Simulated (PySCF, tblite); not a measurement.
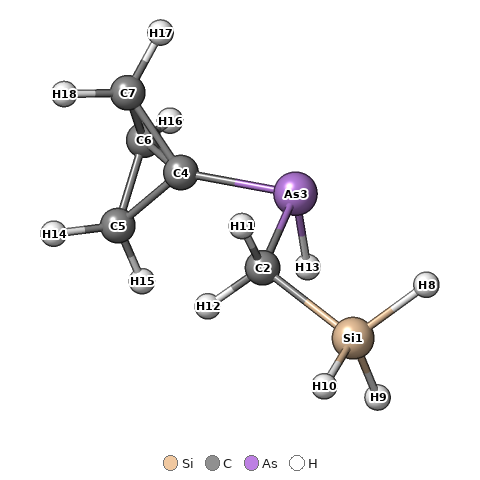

Geometry used (C₅H₁₁AsSi, SMILES [SiH3]C[AsH][C@]12C[C@H]1C2).

Kohn-Sham orbital energies near the frontier, CAM-B3LYP/def2-SVPD in PySCF 2.14.0, at a GFN2-xTB geometry (a minimum by its frequencies), isolated molecule; empty levels in grey, levels within 0.03 eV side by side.

Where do the frontier orbitals lie?

HOMO at −8.19 eV, LUMO at 0.87 eV, 9.06 eV apart.

List the levels with the atoms that carry most of them (a dash for levels above zero or within 0.03 eV of another, where shares mean little).

| orbital | energy (eV) | Löwdin shares |
| --- | --- | --- |
| LUMO+1 | 1.19 | – |
| LUMO | 0.87 | – |
| HOMO | −8.19 | As3 38 %, C4 16 %, C2 12 % |
| HOMO−1 | −8.67 | As3 23 %, C6 23 %, C4 19 % |
| HOMO−2 | −9.83 | C4 22 %, C7 20 %, As3 15 % |

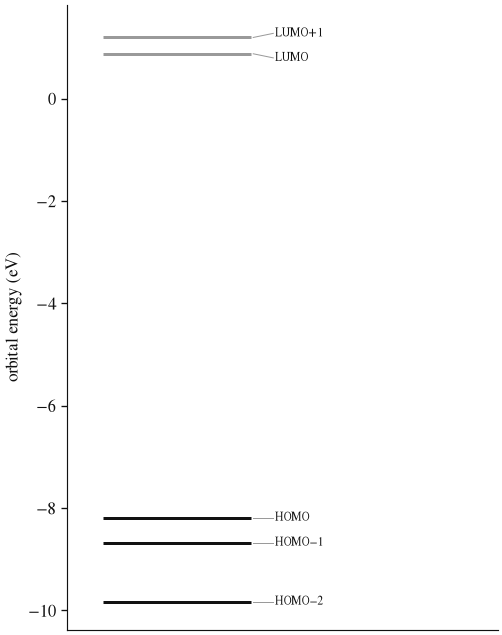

Caveats: the tight-binding geometry is rougher than a DFT one and adds to the error; one conformer of a flexible molecule; empty levels above zero depend strongly on the basis.
